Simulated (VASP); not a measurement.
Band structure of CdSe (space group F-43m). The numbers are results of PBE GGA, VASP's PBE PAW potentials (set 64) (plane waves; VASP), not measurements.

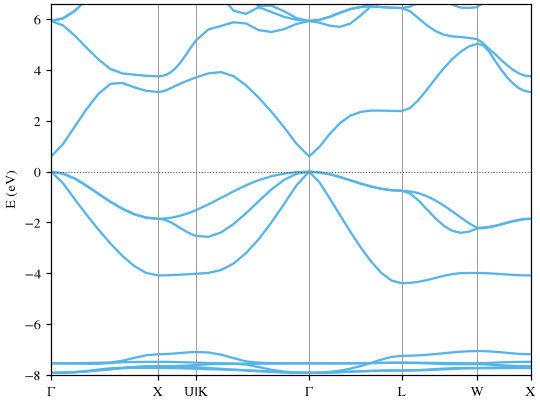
Fig. 1. Bands along high-symmetry lines, zero at the valence-band maximum or, without a gap, the Fermi level

Question: Read the plot: is there a gap, and where are the band edges?

Answer: The gap is direct, 0.60 eV, from the valence maximum at Γ to the conduction minimum at Γ.

The structure comes from a computed database's CdSe entry; how it stands against other phases isn't given here. The cell was not relaxed at this level.
